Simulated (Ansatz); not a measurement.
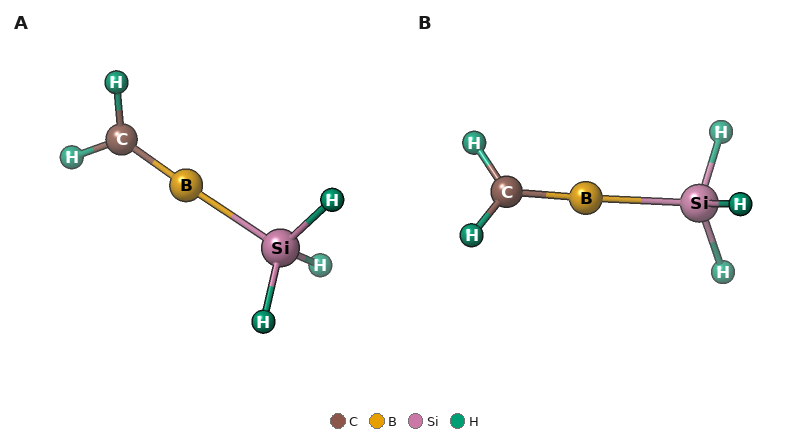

Atoms fade into the background with distance from the viewer. The geometry was computed by an optimisation with PBE0-D4/def2-TZVP. No frequency run is at hand to confirm it as a minimum.

Question: Can A be turned into B by a rotation alone?

Answer: Yes. They are the same structure, CH5BSi, seen from two directions. With point group Cs it is achiral, so its mirror image would be the same too.
